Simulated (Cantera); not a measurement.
Feed: 1 mol Si3N4, 0.88 mol H2O, at 0.100 bar.

Equilibrium computed with Cantera from the NASA thermochemical tables; the gas is ideal and each condensed phase is pure. Candidate condensed phases: H2O, Si, SiO2, Si2N2O, Si3N4; 35 gas species. Mutual solubility and eutectic melting of coexisting phases are not modelled. The tables' values for SiN are old estimates; treat these amounts as uncertain. Gases not in the tables: Si2H6 and higher silanes. Rates play no part.

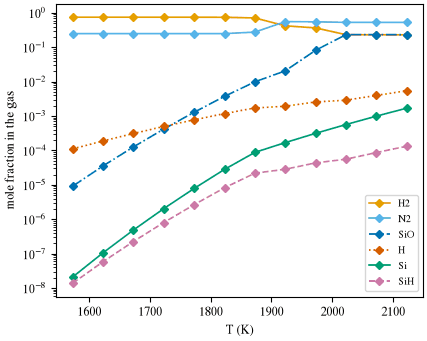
Equilibrium gas composition (values under 1e-9 drawn at 1e-9)

From 1573 K to 1823 K the condensed part is Si2N2O(s) + Si3N4(s). At 1873 K the condensed part is Si(l) + Si2N2O(s) + Si3N4(s). From 1923 K to 1973 K the condensed part is Si(l) + Si2N2O(s). From 2023 K to 2123 K the condensed part is Si(l). The main Si-bearing gas is SiO throughout.
